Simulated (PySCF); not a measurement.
SMILES C[C](C)CC(C)=O (C₆H₁₁O), doublet, GFN2-xTB optimised geometry. Atoms within 1.6 Å of the plane z = 0.0 Å (x, y, z in Å): C1 (-1.42, -0.01, 0.00), C2 (0.07, -0.01, 0.00), C3 (0.81, -1.28, 0.16), C4 (0.84, 1.20, -0.36), H8 (-1.79, -0.53, 0.89), H9 (-1.82, 1.00, 0.00), H10 (-1.82, -0.54, -0.86), H11 (0.13, -2.13, 0.22), H12 (1.43, -1.26, 1.06), H13 (1.49, -1.42, -0.69), H14 (1.82, 1.21, 0.11), H15 (0.31, 2.13, -0.17).

Level of theory: PySCF 2.14.0 with unrestricted PBE0/def2-SVP. Cells within 0.4 Å of a nucleus heavier than hydrogen are left out (blank, or x).

Map of the deformation density (molecule minus spherical neutral atoms) (e/bohr³) on the plane z = 0.0 Å:

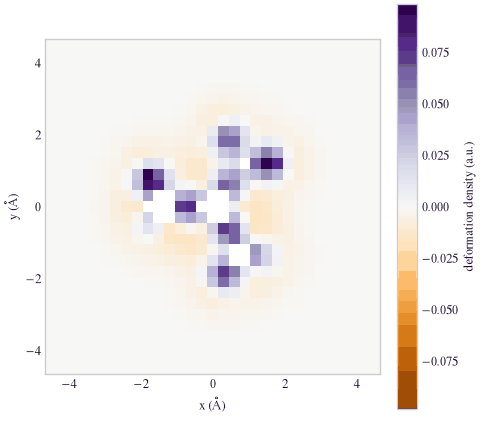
Figure: Deformation density (molecule minus spherical neutral atoms) (e/bohr³) on the plane z = 0.0 Å.
